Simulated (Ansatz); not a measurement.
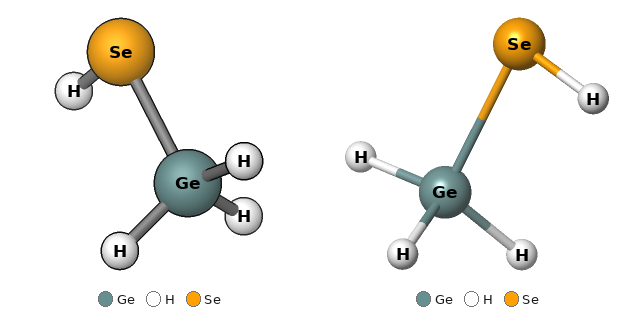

Both panels show the same species.

The computed structure is the end point of a PBE0-D4/def2-TZVP optimisation.

**Which formula does it have?**

GeH₄Se, 6 atoms: 1 germanium, 4 hydrogen and 1 selenium.

**Which point group does it belong to?**

Cs.

More results for the same structure follow; atom numbers are the same in all pictures, views and colours differ.

## Geometry

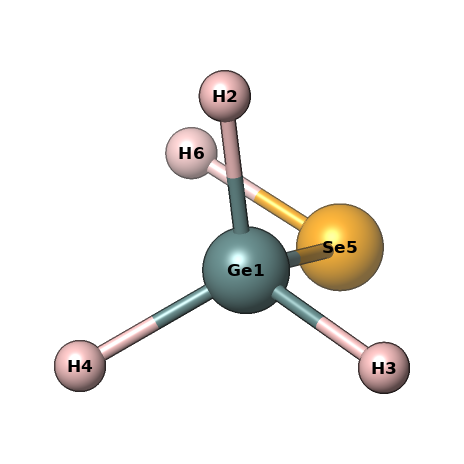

Se5 lies behind Ge1. The molecule seen a little off the Ge1–Se5 bond, Ge1 in front. Distant atoms are faded towards the background colour.

**What is the torsion angle H2–Ge1–Se5–H6? The sign is positive where the front bond must turn clockwise to cover the back bond.**

−61°, synclinal (gauche).

## Thermal motion

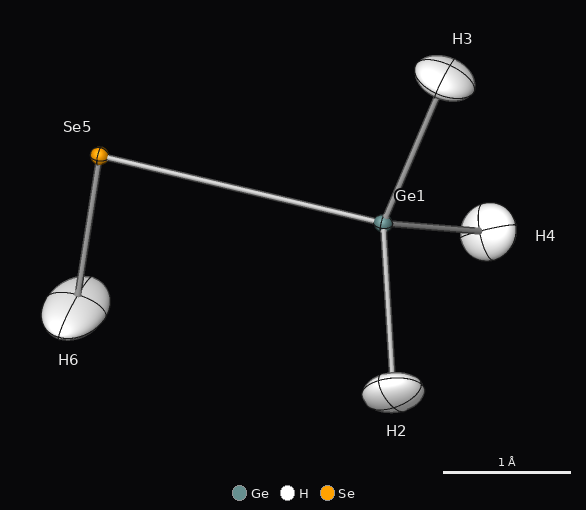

Displacement ellipsoids at the 50 % level, from the internal vibrations of the free molecule (harmonic, no overall translation or rotation; no half-axis is drawn under 0.075 Å). Vibrations computed with RKS PBE0-D4/def2-TZVP (Ansatz 0.2.0). Temperature: 0 K (zero-point motion alone).

**Which atom moves most?**

H6, with U_eq = 0.0395 Å².

**Does H6 move more along its bond or across it?**

Across it: the root-mean-square amplitude is 0.082 Å along the bond and up to 0.292 Å across, since bending and torsion are softer than stretching.

List U_eq and the three principal root-mean-square amplitudes for each kind of atom.

| atom | U_eq (Å²) | rms amplitudes (Å) |
| --- | --- | --- |
| Ge1 | 0.00015 | 0.004, 0.005, 0.020 |
| H2, H4 | 0.0189 | 0.088, 0.149, 0.164 |
| H3 | 0.0190 | 0.087, 0.151, 0.164 |
| Se5 | 0.00013 | 0.002, 0.004, 0.019 |
| H6 | 0.0395 | 0.082, 0.162, 0.292 |

## Electronic properties

Properties computed with RKS PBE0-D4/def2-TZVPP (Ansatz 0.2.0).

**What is the HOMO energy (Kohn–Sham orbital)?**

−6.96 eV.

**Estimate the LUMO energy (Kohn–Sham orbital).**

−0.33 eV.

## Charges

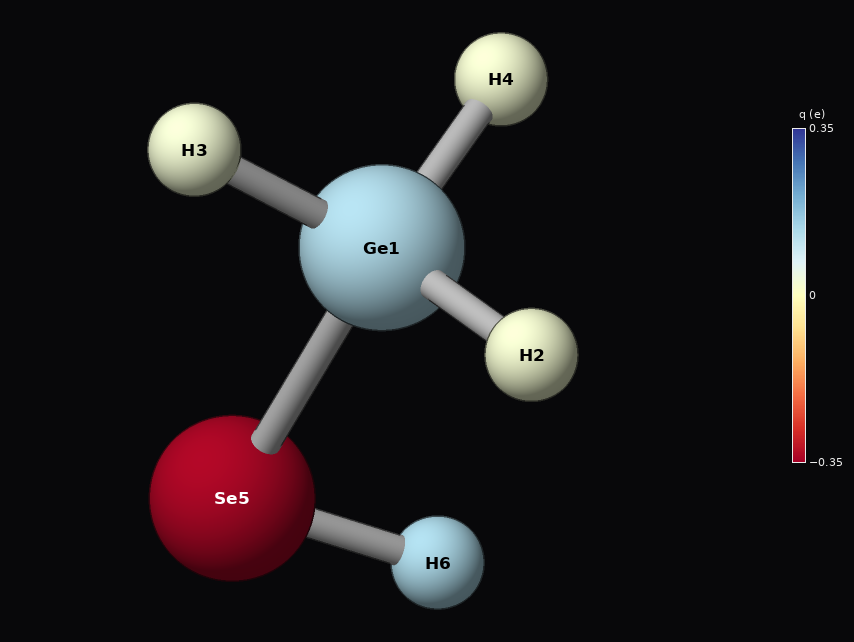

Atoms are coloured by their Mulliken charges. Properties computed with RKS PBE0-D4/def2-TZVP (Ansatz 0.2.0).

**Which atom carries the highest charge (most positive or least negative)?**

Ge1, H6 (0.13 e).

**And the lowest?**

Se5 (−0.34 e).

List the Mulliken charges.

| atom | value (e) |
| --- | --- |
| Ge1 | 0.13 |
| H2 | 0.02 |
| H3 | 0.03 |
| H4 | 0.02 |
| Se5 | −0.34 |
| H6 | 0.13 |

## Vibrations

Harmonic vibrations computed with RKS PBE0-D4/def2-TZVP (Ansatz 0.2.0) at a stationary point of the same level.

**List the wavenumbers.**

12 modes: 144, 292, 476, 544, 708, 821, 868, 883, 2157, 2161, 2180, 2444 cm⁻¹.

Mulliken values depend strongly on the basis set and can even reverse the polarity of a bond.
